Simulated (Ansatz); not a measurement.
## Electronic structure of CH3AlI (SMILES [CH3][Al][I]) (doublet) in real space

```xyz
6

C    -0.6097   -0.9210    0.2532
Al   -0.1464    0.6059   -0.8983
I     2.2750    1.2865   -0.9505
H    -1.6828   -1.1667    0.2483
H    -0.3037   -0.7035    1.2916
H    -0.0449   -1.8112   -0.0753
```

Geometry: r2SCAN-D4/def2-SVP; core potentials replace the inner electrons of I.

Level of theory: isolated molecule in a Gaussian basis; Kohn-Sham density functional theory, functional PBE0 in Ansatz 0.2.0.

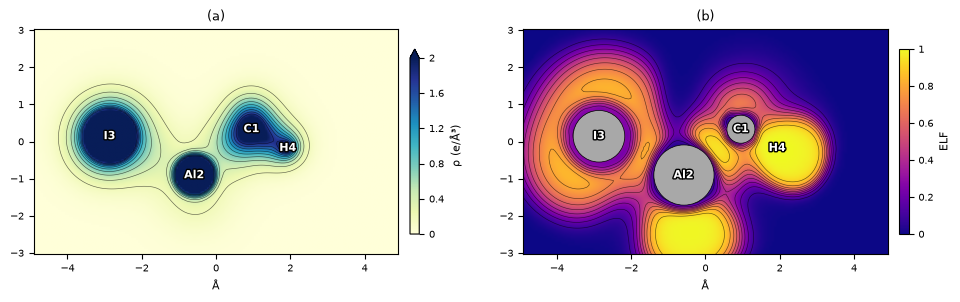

Figure 1. (a) electron density; (b) ELF on the plane of atoms C1, Al2 and I3. Grey discs cover the atomic cores in the ELF map.

### What do the fields say about this system?

- Atoms in the plane: C, Al, I and H.
- C–Al (1.97 Å): ρ is about 0.69 e/Å³ halfway; the ELF peaks at about 0.95 between the atoms, as expected for a polar covalent bond.
- Al–I (2.52 Å): ρ at the midpoint is about 0.52 e/Å³; the ELF peaks at about 0.80 in the valence shell of I, 1.3 Å from its nucleus, and is about 0.80 at the midpoint.
- C–H (1.10 Å): the density is about 1.9 e/Å³ at the midpoint; the ELF climbs to about 1 towards the hydrogen, as it does in any bond to H; an ordinary covalent bond to hydrogen.
- The ELF also peaks beside I3, away from the bonds: non-bonding electrons, paired or unpaired.

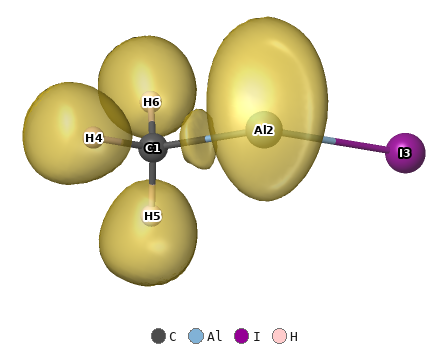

Figure 2. Isosurface of the ELF at 0.9 (yellow), seen from one side. Only the valence region is drawn (cores and ρ < 0.01 e/Å³ removed).

### What do the ELF domains correspond to?

At this value the surface marks out one region between bonded Al–C atoms (shared pairs), three regions around hydrogen nuclei and one lobe on Al, pointing away from the bonds (non-bonding electrons).

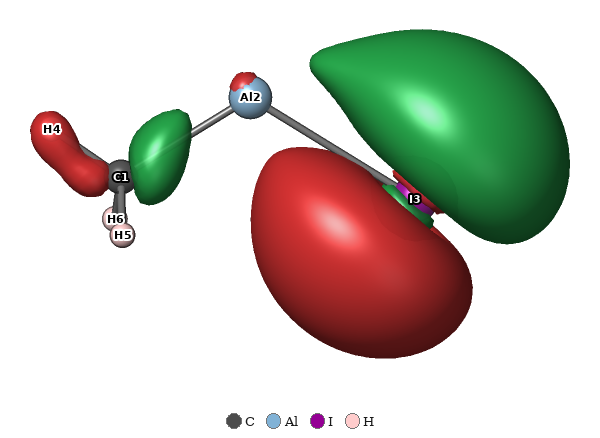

Figure 3. The HOMO (β) at ±0.08 Å⁻³ᐟ² (green and red are the two phases), seen across its widest extent.

### What is the character of this orbital?

It lies mainly on I3 (about 90 %); largely a lone pair of I3. Its energy is −7.59 eV.
